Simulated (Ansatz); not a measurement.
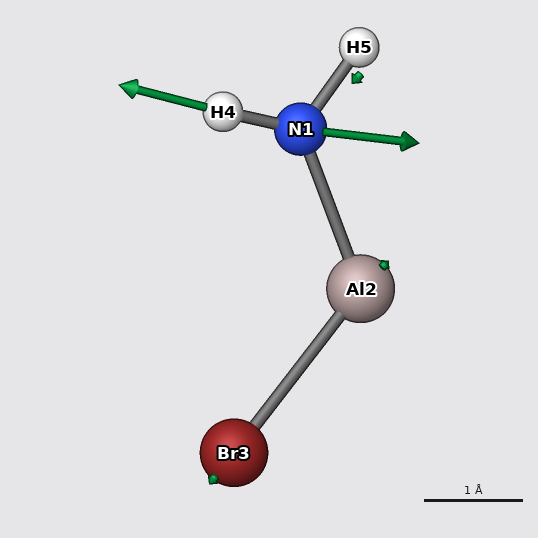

Arrows show the forces on the atoms, 0.09 Å of arrow for 1 eV/Å; forces under a tenth of the largest aren't drawn. State: neutral, doublet. Level of theory: UHF-CCSD(T) (frozen core)/def2-TZVPP (Ansatz 0.2.0).

**Along which bond is the force strongest?**

N1–H4, now 0.862 Å: the forces push its atoms apart, so a first step downhill lengthens it.

List the force components in the frame of the picture (x right, y up, z towards the viewer), in eV/Å.

```
atom      Fx     Fy     Fz
  N1   11.02  −1.31  −3.76
 Al2    0.82   0.81  −0.30
 Br3   −0.73  −0.94   0.29
  H4  −10.02   2.58   3.49
  H5   −1.09  −1.16   0.28
```
